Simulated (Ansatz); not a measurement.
# SiHBr (triplet): B2PLYP, RPA-PBE over a scan of the distance Br1–H2 along a hydrogen transfer, cc-pVTZ

Aim: run SiHBr (triplet) with these functionals over a scan of the distance Br1–H2 along a hydrogen transfer, and hold them against the top wave-function level at the same points.

Program: Ansatz 0.2.0, Gaussian basis. Level of theory: cc-pVTZ, all electrons in the functionals, frozen cores in the correlation of double hybrids and RPA. These are calculated values, not measurements.

Plan: B2PLYP, RPA-PBE, at 1.421 Å; 1.529 Å; 1.744 Å; 1.960 Å; 2.176 Å.

### Step 1. What is computed

The geometry derives from fragments relaxed apart (PBE0/def2-TZVP) and kept rigid, so it is no stationary point. A hydrogen atom is moved between rigid fragments. No spin-orbit coupling is included. The filled d shell of Br may be among the frozen orbitals whatever the setting's name suggests; the logs give the count.

3 atoms, charge 0, spin multiplicity 3.

Atoms are counted from 1 here; the program's logs count them from 0.

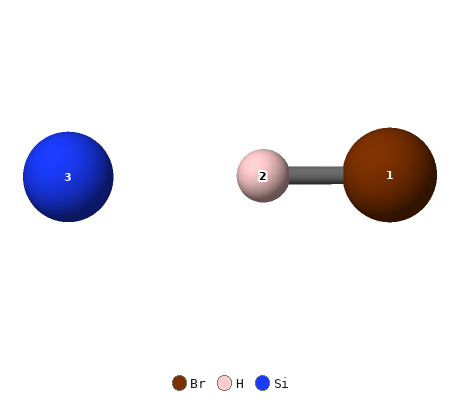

The geometry (bromine brown, hydrogen pink, silicon blue); atoms are numbered from 1 in the order of the file.

No dispersion term is added.

The geometry shown and the zero of energy belong to the point 1.421 Å. The yardstick, UCCSDT(Q), and other wave-function levels (R restricted, U unrestricted, valence and pair active spaces) come from earlier runs.

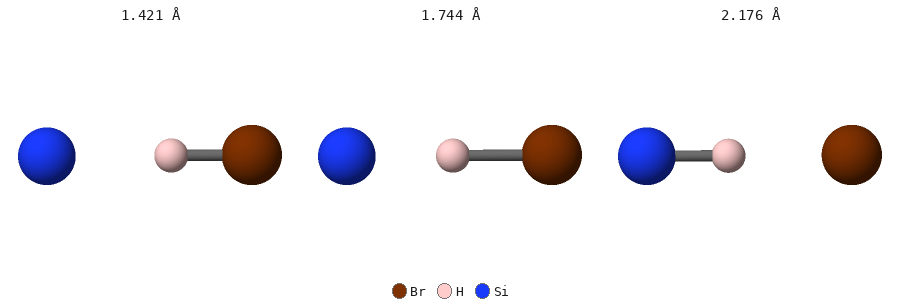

Three points of the scan; sticks are drawn by distance.

### Step 2. B2PLYP, 1.421 Å

in.yaml reads:

```yaml
crystal:
  periodic: [false, false, false]
  atoms:
    - {symbol: Br, position_ang: [0.000000, 0.000000, -1.678867]}
    - {symbol: H, position_ang: [0.000000, 0.000000, -0.258267]}
    - {symbol: Si, position_ang: [0.000000, 0.000000, 1.937133]}
basis:
  gaussian: {orbitals: cc-pVTZ}
magnetization: {spin_polarized: true, initial_magnetization: 2}
hamiltonian: {xc: {name: B2PLYP}}
correlation: {electrons: outside_noble_gas}
```

Command:

```bash
$ ansatz run in.yaml --threads 1 --pin off --events-out ev --progress --plain --max-ram 4096MiB --backend cpu
```

What it wrote:

```text
Functional definition: B2PLYP
  name "B2PLYP"
  cite "Grimme, J. Chem. Phys. 124, 034108 (2006) doi:10.1063/1.2148954"
  cite "Becke, Phys. Rev. A 38, 3098 (1988) doi:10.1103/PhysRevA.38.3098"
  cite "Lee, Yang & Parr, Phys. Rev. B 37, 785 (1988) doi:10.1103/PhysRevB.37.785"
  parameter a = 0.53
  parameter c = 0.27
  exchange = (1 - a)*b88_x + a*exact_x
  correlation = (1 - c)*lyp_c + c*(mp2_os + mp2_ss)
561 factors; integrals over basis functions are off by at most 1.3e-3 eV
mean field evaluation 1: about -77920.9265 eV, gradient 6.6e0 eV
mean field evaluation 2: about -77920.9636 eV, gradient 6.6e0 eV
mean field evaluation 4: about -77921.5505 eV, gradient 1.2e0 eV
mean field evaluation 8: about -77921.5674 eV, gradient 4.4e-2 eV
mean field evaluation 16: about -77921.5674 eV, gradient 1.2e-4 eV
mean field evaluation 32: about -77921.5544 eV, gradient 9.2e-1 eV
mean field -77921.56743820 eV, -2863.5647862183 hartree, gradient 6.7e-6 eV, S^2 2.008411; 2 other end points of the search recorded, 0 dependent functions left out
19 core orbitals not correlated: weight in the atoms' cores, before any rotation towards them, 1.000 or more for the frozen orbitals, at most 0.000 for the correlated occupied ones
reference -77921.56756887 eV, -2863.5647910204 hartree; 7, 5 occupied and 65, 67 virtual orbitals, 561 factors
second order -7.95866523 eV of doubles, -0.00000000 eV of singles
Total energy: -77923.71640848 eV, -2863.6437594195 hartree
```

It took 6.5 s on 1 thread of AMD EPYC 7R13, shared host.

From the report: ⟨S²⟩ of the determinant 2.008 (pure triplet: 2.00).

### Step 3. B2PLYP, 1.529 Å

in.yaml reads:

```yaml
crystal:
  periodic: [false, false, false]
  atoms:
    - {symbol: Br, position_ang: [0.000000, 0.000000, -1.715000]}
    - {symbol: H, position_ang: [0.000000, 0.000000, -0.186000]}
    - {symbol: Si, position_ang: [0.000000, 0.000000, 1.901000]}
basis:
  gaussian: {orbitals: cc-pVTZ}
magnetization: {spin_polarized: true, initial_magnetization: 2}
hamiltonian: {xc: {name: B2PLYP}}
correlation: {electrons: outside_noble_gas}
```

Launched as before.

What it wrote, shortened:

```text
Functional definition: B2PLYP
  name "B2PLYP"
  cite "Grimme, J. Chem. Phys. 124, 034108 (2006) doi:10.1063/1.2148954"
  cite "Becke, Phys. Rev. A 38, 3098 (1988) doi:10.1103/PhysRevA.38.3098"
  cite "Lee, Yang & Parr, Phys. Rev. B 37, 785 (1988) doi:10.1103/PhysRevB.37.785"
[...]
561 factors; integrals over basis functions are off by at most 1.3e-3 eV
[...]
mean field -77921.54098004 eV, -2863.5638138990 hartree, gradient 6.6e-6 eV, S^2 2.010680; 2 other end points of the search recorded, 0 dependent functions left out
19 core orbitals not correlated: weight in the atoms' cores, before any rotation towards them, 1.000 or more for the frozen orbitals, at most 0.000 for the correlated occupied ones
reference -77921.54111028 eV, -2863.5638186853 hartree; 7, 5 occupied and 65, 67 virtual orbitals, 561 factors
second order -8.04942929 eV of doubles, -0.00000000 eV of singles
Total energy: -77923.71445619 eV, -2863.6436876744 hartree
```

It took 5.5 s on 1 thread of AMD EPYC 7R13, shared host.

From the report: ⟨S²⟩ of the determinant 2.011 (pure triplet: 2.00).

From 1.421 Å: +0.2 kJ/mol.

### Step 4. B2PLYP, 1.744 Å

in.yaml reads:

```yaml
crystal:
  periodic: [false, false, false]
  atoms:
    - {symbol: Br, position_ang: [0.000000, 0.000000, -1.786667]}
    - {symbol: H, position_ang: [0.000000, 0.000000, -0.042667]}
    - {symbol: Si, position_ang: [0.000000, 0.000000, 1.829333]}
basis:
  gaussian: {orbitals: cc-pVTZ}
magnetization: {spin_polarized: true, initial_magnetization: 2}
hamiltonian: {xc: {name: B2PLYP}}
correlation: {electrons: outside_noble_gas}
```

Launched as before.

What it wrote, shortened:

```text
Functional definition: B2PLYP
  name "B2PLYP"
  cite "Grimme, J. Chem. Phys. 124, 034108 (2006) doi:10.1063/1.2148954"
  cite "Becke, Phys. Rev. A 38, 3098 (1988) doi:10.1103/PhysRevA.38.3098"
  cite "Lee, Yang & Parr, Phys. Rev. B 37, 785 (1988) doi:10.1103/PhysRevB.37.785"
[...]
563 factors; integrals over basis functions are off by at most 1.2e-3 eV
[...]
mean field -77921.31833441 eV, -2863.5556318229 hartree, gradient 8.4e-6 eV, S^2 2.020030; 2 other end points of the search recorded, 0 dependent functions left out
19 core orbitals not correlated: weight in the atoms' cores, before any rotation towards them, 1.000 or more for the frozen orbitals, at most 0.000 for the correlated occupied ones
reference -77921.31846333 eV, -2863.5556365606 hartree; 7, 5 occupied and 65, 67 virtual orbitals, 563 factors
second order -8.12588641 eV of doubles, -0.00000000 eV of singles
Total energy: -77923.51245266 eV, -2863.6362641814 hartree
```

It took 5.5 s on 1 thread of AMD EPYC 7R13, shared host.

From the report: ⟨S²⟩ of the determinant 2.020 (pure triplet: 2.00).

From 1.421 Å: +19.7 kJ/mol.

### Step 5. B2PLYP, 1.960 Å

in.yaml reads:

```yaml
crystal:
  periodic: [false, false, false]
  atoms:
    - {symbol: Br, position_ang: [0.000000, 0.000000, -1.858667]}
    - {symbol: H, position_ang: [0.000000, 0.000000, 0.101333]}
    - {symbol: Si, position_ang: [0.000000, 0.000000, 1.757333]}
basis:
  gaussian: {orbitals: cc-pVTZ}
magnetization: {spin_polarized: true, initial_magnetization: 2}
hamiltonian: {xc: {name: B2PLYP}}
correlation: {electrons: outside_noble_gas}
```

Same command.

What it wrote, shortened:

```text
Functional definition: B2PLYP
  name "B2PLYP"
  cite "Grimme, J. Chem. Phys. 124, 034108 (2006) doi:10.1063/1.2148954"
  cite "Becke, Phys. Rev. A 38, 3098 (1988) doi:10.1103/PhysRevA.38.3098"
  cite "Lee, Yang & Parr, Phys. Rev. B 37, 785 (1988) doi:10.1103/PhysRevB.37.785"
[...]
563 factors; integrals over basis functions are off by at most 1.1e-3 eV
[...]
mean field -77921.24376747 eV, -2863.5528915384 hartree, gradient 4.4e-6 eV, S^2 2.019108; 6 other end points of the search recorded, 0 dependent functions left out
19 core orbitals not correlated: weight in the atoms' cores, before any rotation towards them, 1.000 or more for the frozen orbitals, at most 0.000 for the correlated occupied ones
reference -77921.24389644 eV, -2863.5528962782 hartree; 7, 5 occupied and 65, 67 virtual orbitals, 563 factors
second order -7.97685764 eV of doubles, -0.00000000 eV of singles
Total energy: -77923.39764801 eV, -2863.6320451883 hartree
```

Wall time 6.5 s (1 thread of AMD EPYC 7R13, shared host).

From the report: ⟨S²⟩ of the determinant 2.019 (pure triplet: 2.00).

From 1.421 Å: +30.8 kJ/mol.

### Step 6. B2PLYP, 2.176 Å

in.yaml reads:

```yaml
crystal:
  periodic: [false, false, false]
  atoms:
    - {symbol: Br, position_ang: [0.000000, 0.000000, -1.930667]}
    - {symbol: H, position_ang: [0.000000, 0.000000, 0.245333]}
    - {symbol: Si, position_ang: [0.000000, 0.000000, 1.685333]}
basis:
  gaussian: {orbitals: cc-pVTZ}
magnetization: {spin_polarized: true, initial_magnetization: 2}
hamiltonian: {xc: {name: B2PLYP}}
correlation: {electrons: outside_noble_gas}
```

Same command.

What it wrote, shortened:

```text
Functional definition: B2PLYP
  name "B2PLYP"
  cite "Grimme, J. Chem. Phys. 124, 034108 (2006) doi:10.1063/1.2148954"
  cite "Becke, Phys. Rev. A 38, 3098 (1988) doi:10.1103/PhysRevA.38.3098"
  cite "Lee, Yang & Parr, Phys. Rev. B 37, 785 (1988) doi:10.1103/PhysRevB.37.785"
[...]
561 factors; integrals over basis functions are off by at most 1.2e-3 eV
[...]
mean field -77921.05893655 eV, -2863.5460991276 hartree, gradient 4.8e-6 eV, S^2 2.013254; 6 other end points of the search recorded, 0 dependent functions left out
19 core orbitals not correlated: weight in the atoms' cores, before any rotation towards them, 1.000 or more for the frozen orbitals, at most 0.000 for the correlated occupied ones
reference -77921.05906638 eV, -2863.5461038986 hartree; 7, 5 occupied and 65, 67 virtual orbitals, 561 factors
second order -7.73425640 eV of doubles, -0.00000000 eV of singles
Total energy: -77923.14731561 eV, -2863.6228456423 hartree
```

Wall time 7.5 s (1 thread of AMD EPYC 7R13, shared host).

From the report: ⟨S²⟩ of the determinant 2.013 (pure triplet: 2.00).

From 1.421 Å: +54.9 kJ/mol.

### Step 7. RPA-PBE, 1.421 Å

in.yaml reads:

```yaml
crystal:
  periodic: [false, false, false]
  atoms:
    - {symbol: Br, position_ang: [0.000000, 0.000000, -1.678867]}
    - {symbol: H, position_ang: [0.000000, 0.000000, -0.258267]}
    - {symbol: Si, position_ang: [0.000000, 0.000000, 1.937133]}
basis:
  gaussian: {orbitals: cc-pVTZ}
magnetization: {spin_polarized: true, initial_magnetization: 2}
hamiltonian: {xc: {name: PBE}}
correlation: {method: rpa, electrons: outside_noble_gas}
```

Same command.

What it wrote, shortened:

```text
Functional definition: PBE
  name "PBE"
  cite "Perdew, Burke & Ernzerhof, Phys. Rev. Lett. 77, 3865 (1996) doi:10.1103/PhysRevLett.77.3865"
  parent pbe
[...]
561 factors; integrals over basis functions are off by at most 1.3e-3 eV
[...]
mean field -77923.77719713 eV, -2863.6459933612 hartree, gradient 1.3e-6 eV, S^2 2.004204; 10 other end points of the search recorded, 0 dependent functions left out
19 core orbitals not correlated: weight in the atoms' cores, before any rotation towards them, 1.000 or more for the frozen orbitals, at most 0.000 for the correlated occupied ones
reference -77875.49521636 eV, -2861.8716632945 hartree; 7, 5 occupied and 65, 67 virtual orbitals, 561 factors
Total energy: -77887.75178163 eV, -2862.3220837605 hartree
```

It took 12 s on 1 thread of AMD EPYC 7R13, shared host.

From the report: ⟨S²⟩ of the determinant 2.004 (pure triplet: 2.00).

### Step 8. RPA-PBE, 1.529 Å

in.yaml reads:

```yaml
crystal:
  periodic: [false, false, false]
  atoms:
    - {symbol: Br, position_ang: [0.000000, 0.000000, -1.715000]}
    - {symbol: H, position_ang: [0.000000, 0.000000, -0.186000]}
    - {symbol: Si, position_ang: [0.000000, 0.000000, 1.901000]}
basis:
  gaussian: {orbitals: cc-pVTZ}
magnetization: {spin_polarized: true, initial_magnetization: 2}
hamiltonian: {xc: {name: PBE}}
correlation: {method: rpa, electrons: outside_noble_gas}
```

The command is unchanged.

What it wrote, shortened:

```text
Functional definition: PBE
  name "PBE"
  cite "Perdew, Burke & Ernzerhof, Phys. Rev. Lett. 77, 3865 (1996) doi:10.1103/PhysRevLett.77.3865"
  parent pbe
[...]
561 factors; integrals over basis functions are off by at most 1.3e-3 eV
[...]
mean field -77923.84401885 eV, -2863.6484490141 hartree, gradient 1.9e-6 eV, S^2 2.004486; 9 other end points of the search recorded, 0 dependent functions left out
19 core orbitals not correlated: weight in the atoms' cores, before any rotation towards them, 1.000 or more for the frozen orbitals, at most 0.000 for the correlated occupied ones
reference -77875.36077666 eV, -2861.8667227268 hartree; 7, 5 occupied and 65, 67 virtual orbitals, 561 factors
Total energy: -77887.71725427 eV, -2862.3208149037 hartree
```

It took 15 s on 1 thread of AMD EPYC 7R13, shared host.

From the report: ⟨S²⟩ of the determinant 2.004 (pure triplet: 2.00).

From 1.421 Å: +3.3 kJ/mol.

### Step 9. RPA-PBE, 1.744 Å

in.yaml reads:

```yaml
crystal:
  periodic: [false, false, false]
  atoms:
    - {symbol: Br, position_ang: [0.000000, 0.000000, -1.786667]}
    - {symbol: H, position_ang: [0.000000, 0.000000, -0.042667]}
    - {symbol: Si, position_ang: [0.000000, 0.000000, 1.829333]}
basis:
  gaussian: {orbitals: cc-pVTZ}
magnetization: {spin_polarized: true, initial_magnetization: 2}
hamiltonian: {xc: {name: PBE}}
correlation: {method: rpa, electrons: outside_noble_gas}
```

The command is unchanged.

What it wrote, shortened:

```text
Functional definition: PBE
  name "PBE"
  cite "Perdew, Burke & Ernzerhof, Phys. Rev. Lett. 77, 3865 (1996) doi:10.1103/PhysRevLett.77.3865"
  parent pbe
[...]
563 factors; integrals over basis functions are off by at most 1.2e-3 eV
[...]
mean field -77923.73262397 eV, -2863.6443553279 hartree, gradient 5.0e-6 eV, S^2 2.005551; 10 other end points of the search recorded, 0 dependent functions left out
19 core orbitals not correlated: weight in the atoms' cores, before any rotation towards them, 1.000 or more for the frozen orbitals, at most 0.000 for the correlated occupied ones
reference -77874.94263748 eV, -2861.8513563953 hartree; 7, 5 occupied and 65, 67 virtual orbitals, 563 factors
Total energy: -77887.47529901 eV, -2862.3119232117 hartree
```

Run time: 16 s. Hardware: 1 thread of AMD EPYC 7R13, shared host.

From the report: ⟨S²⟩ of the determinant 2.006 (pure triplet: 2.00).

From 1.421 Å: +26.7 kJ/mol.

### Step 10. RPA-PBE, 1.960 Å

in.yaml reads:

```yaml
crystal:
  periodic: [false, false, false]
  atoms:
    - {symbol: Br, position_ang: [0.000000, 0.000000, -1.858667]}
    - {symbol: H, position_ang: [0.000000, 0.000000, 0.101333]}
    - {symbol: Si, position_ang: [0.000000, 0.000000, 1.757333]}
basis:
  gaussian: {orbitals: cc-pVTZ}
magnetization: {spin_polarized: true, initial_magnetization: 2}
hamiltonian: {xc: {name: PBE}}
correlation: {method: rpa, electrons: outside_noble_gas}
```

Same command.

What it wrote, shortened:

```text
Functional definition: PBE
  name "PBE"
  cite "Perdew, Burke & Ernzerhof, Phys. Rev. Lett. 77, 3865 (1996) doi:10.1103/PhysRevLett.77.3865"
  parent pbe
[...]
563 factors; integrals over basis functions are off by at most 1.1e-3 eV
[...]
mean field -77923.60164418 eV, -2863.6395419095 hartree, gradient 9.9e-6 eV, S^2 2.005645; 14 other end points of the search recorded, 0 dependent functions left out
19 core orbitals not correlated: weight in the atoms' cores, before any rotation towards them, 1.000 or more for the frozen orbitals, at most 0.000 for the correlated occupied ones
reference -77874.78402751 eV, -2861.8455275865 hartree; 7, 5 occupied and 65, 67 virtual orbitals, 563 factors
Total energy: -77887.36774815 eV, -2862.3079707906 hartree
```

Run time: 18 s. Hardware: 1 thread of AMD EPYC 7R13, shared host.

From the report: ⟨S²⟩ of the determinant 2.006 (pure triplet: 2.00).

From 1.421 Å: +37.1 kJ/mol.

### Step 11. RPA-PBE, 2.176 Å

in.yaml reads:

```yaml
crystal:
  periodic: [false, false, false]
  atoms:
    - {symbol: Br, position_ang: [0.000000, 0.000000, -1.930667]}
    - {symbol: H, position_ang: [0.000000, 0.000000, 0.245333]}
    - {symbol: Si, position_ang: [0.000000, 0.000000, 1.685333]}
basis:
  gaussian: {orbitals: cc-pVTZ}
magnetization: {spin_polarized: true, initial_magnetization: 2}
hamiltonian: {xc: {name: PBE}}
correlation: {method: rpa, electrons: outside_noble_gas}
```

The command is unchanged.

What it wrote, shortened:

```text
Functional definition: PBE
  name "PBE"
  cite "Perdew, Burke & Ernzerhof, Phys. Rev. Lett. 77, 3865 (1996) doi:10.1103/PhysRevLett.77.3865"
  parent pbe
[...]
561 factors; integrals over basis functions are off by at most 1.2e-3 eV
[...]
mean field -77923.26807509 eV, -2863.6272834715 hartree, gradient 9.7e-6 eV, S^2 2.005067; 13 other end points of the search recorded, 0 dependent functions left out
19 core orbitals not correlated: weight in the atoms' cores, before any rotation towards them, 1.000 or more for the frozen orbitals, at most 0.000 for the correlated occupied ones
reference -77874.60114158 eV, -2861.8388066524 hartree; 7, 5 occupied and 65, 67 virtual orbitals, 561 factors
Total energy: -77887.15495864 eV, -2862.3001509203 hartree
```

It took 14 s on 1 thread of AMD EPYC 7R13, shared host.

From the report: ⟨S²⟩ of the determinant 2.005 (pure triplet: 2.00).

From 1.421 Å: +57.6 kJ/mol.

### Step 12. The comparison

The yardstick is UCCSDT(Q), where the cluster series has nearly closed. It comes from earlier runs at the same points. Energies in kJ/mol, counted from 1.421 Å; blanks weren't run or aren't comparable.

```
    level  1.421 Å  1.529 Å  1.744 Å  1.960 Å  2.176 Å
UCCSDT(Q)      0.0      3.3     28.9     43.0     66.2
   B2PLYP      0.0      0.2     19.7     30.8     54.9
  RPA-PBE      0.0      3.3     26.7     37.1     57.6
```

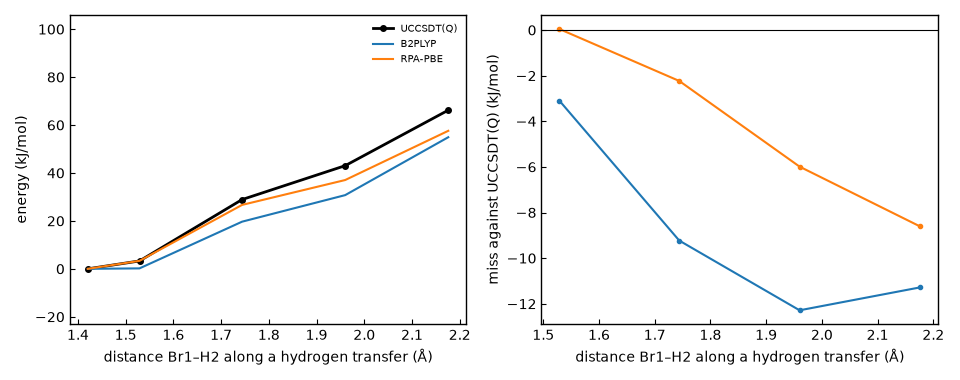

Left: the curves (the axis may cut off levels that run far away). Right: misses against UCCSDT(Q), in the same colours.

Largest miss and mean time a point (UCCSDT(Q) took 33 s a point; shared hosts):

```
  level  largest miss (kJ/mol)    where  time a point
 B2PLYP                  -12.3  1.960 Å         6.3 s
RPA-PBE                   -8.6  2.176 Å          15 s
```

### Step 13. Results

```
                   quantity                   value
span of the UCCSDT(Q) curve             66.2 kJ/mol
       largest miss, B2PLYP  -12.3 kJ/mol (1.960 Å)
      largest miss, RPA-PBE   -8.6 kJ/mol (2.176 Å)
```

**Reading.** Of the functionals, RPA-PBE keep the smallest largest miss at the points compared (at most 8.6 kJ/mol) and B2PLYP strays most (12.3 kJ/mol, at 1.960 Å). Functionals and the yardstick converge differently with the basis, so part of each miss in cc-pVTZ is the basis.
